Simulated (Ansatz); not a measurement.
Input file:

```
crystal:
  periodic: [false, false, false]
  atoms:
    - {symbol: C, position_ang: [0.362661, -1.199626, 0.755704]}
    - {symbol: N, position_ang: [0.649575, -0.077052, -0.115897]}
    - {symbol: Si, position_ang: [-0.464403, 1.085464, -0.595751]}
    - {symbol: Cl, position_ang: [-2.031157, 0.346353, -1.680231]}
    - {symbol: Cl, position_ang: [0.523826, 2.443451, -1.739279]}
    - {symbol: Cl, position_ang: [-1.295599, 1.986267, 1.030059]}
    - {symbol: H, position_ang: [1.222978, -1.420215, 1.391636]}
    - {symbol: H, position_ang: [0.092920, -2.105199, 0.202472]}
    - {symbol: H, position_ang: [-0.470552, -0.948709, 1.414685]}
    - {symbol: H, position_ang: [1.492851, -0.161834, -0.660298]}
basis:
  gaussian: {orbitals: def2-TZVPP}
hamiltonian: {xc: pbe0, dispersion: d4}
output: {orbitals: {seedname: orbitals}}
```

Command:

```sh
ansatz run in.yaml --threads 8 --pin off --events-out ev --progress --plain --max-ram 18278MiB
```

Geometry: PBE0-D4/def2-TZVP.

These are results of RKS PBE0-D4/def2-TZVPP (Ansatz 0.2.0), not measurements.

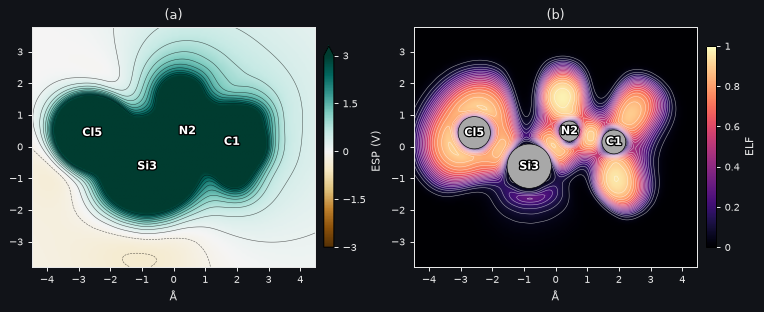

CH4Cl3NSi (SMILES CN[Si](Cl)(Cl)Cl). (a) electrostatic potential; (b) electron localisation function on the plane of atoms N2, Si3 and Cl5. Grey discs cover the atomic cores in the ELF map.

**Read the bonding off the picture.**

The section cuts through C, N, Si and Cl sites. C–N (1.45 Å): the ELF peaks at about 0.90 between the atoms (localised, covalent bonding). Si–N (1.68 Å): the ELF peaks at about 0.90 between the atoms: a polar covalent bond. Si–Cl (2.03 Å): the ELF peaks at about 0.85 between the atoms (a shared but strongly polarised pair). The ELF also peaks beside Cl5, away from the bonds: lone-pair regions. Outside the dense part of the molecule the potential is most negative (−0.4 V) near Cl4, which lies off the plane.
